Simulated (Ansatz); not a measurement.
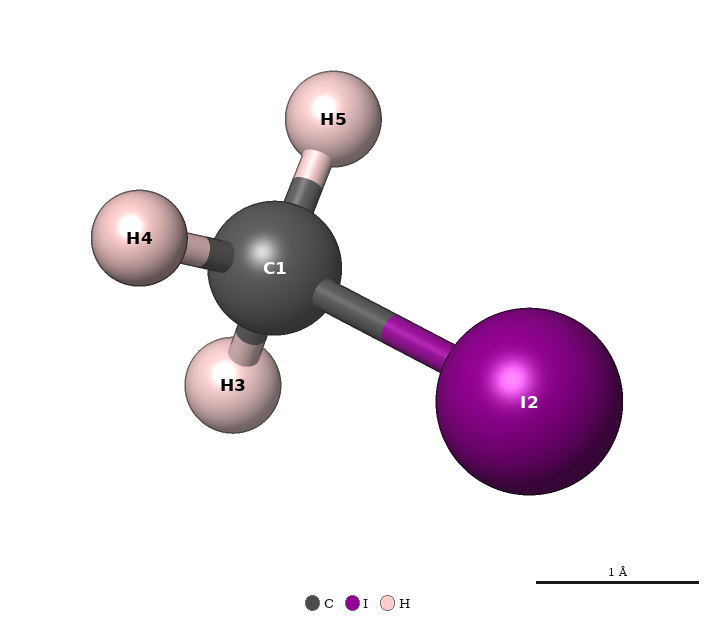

Source: calculation with Ansatz.

Numbered structure. Geometry: moved along internal coordinates away from the minimum.

List the bonds and their lengths.

```csv
bond,length (Å),order
C1–I2,2.129,single
C1–H3,1.086,single
C1–H4,1.086,single
C1–H5,1.086,single
```
